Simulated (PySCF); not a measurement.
SMILES C=C[Si](O)(O)OCC, singlet at its GFN2-xTB optimised geometry (Å):

```
18

C     -1.3402    -3.0305     1.6881
C     -0.9957    -1.7603     1.5542
Si    -0.2165    -1.0412     0.0000
O      1.4120    -1.0412     0.0000
O     -0.6137    -1.9090    -1.3347
O     -0.7437     0.4880     0.0000
C     -0.2296     1.5979    -0.6947
C     -0.7899     2.8762    -0.0911
H     -1.2032    -3.7395     0.8866
H     -1.7727    -3.4265     2.5945
H     -1.1565    -1.0949     2.3913
H      1.8751    -1.8379    -0.2444
H     -1.5322    -2.0260    -1.5585
H     -0.5102     1.5197    -1.7524
H      0.8629     1.5892    -0.6299
H     -0.5046     2.9463     0.9551
H     -1.8751     2.8730    -0.1540
H     -0.4033     3.7395    -0.6258
```

Method: PBE0/def2-SVP (PySCF). Cells within 0.4 Å of a nucleus heavier than hydrogen are left out (blank, or x).

Map of the LUMO amplitude (bohr^(-3/2)) on the plane z = 0.0 Å; orbital energy -0.05 eV, overall sign arbitrary:

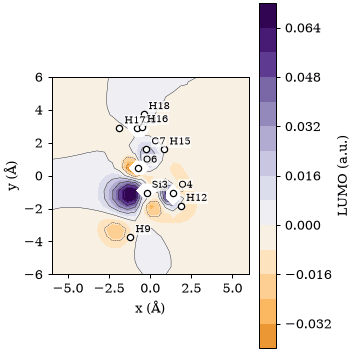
Figure: LUMO amplitude (bohr^(-3/2)) on the plane z = 0.0 Å.
